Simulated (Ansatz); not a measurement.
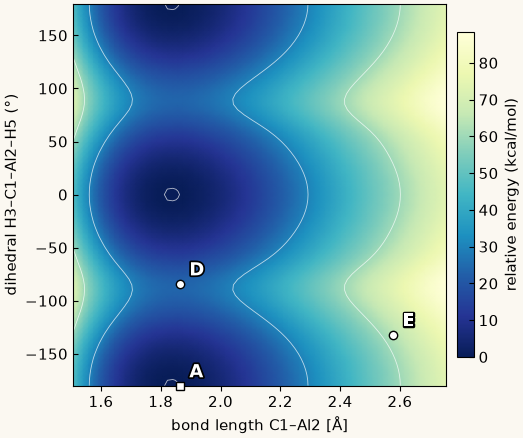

CH₄Al, SMILES [CH2-][AlH2], charge −1. 
- Coordinates scanned: (1) bond length C1–Al2; (2) dihedral H3–C1–Al2–H5.
- Nothing is relaxed (all other coordinates rigid).
- The grid has 15 × 15 points; 120 points were computed and 105 follow by symmetry.
- Points are written as (first, second).
- All energies are given in kcal/mol relative to the lowest grid point.
- The reference is spin-restricted, which grows unreliable where a bond is stretched far.
- Theory: Ansatz 0.2.0, RKS PBE0-D4/def2-TZVPD.

Drawn: a smooth colour map with a few white contour lines, lettered points. Between grid points the surface is interpolated.

Is E the lowest point of the computed grid?

Answer. No. E lies 64 kcal/mol above the lowest grid point, which is at (1.863 Å, −180°).

What kind of point is each of A, D, E: minimum, saddle, maximum or slope?

Answer. A: minimum; D: saddle point; E: on a slope. (In these two coordinates alone; a stationary point may lie a little off the grid point.)
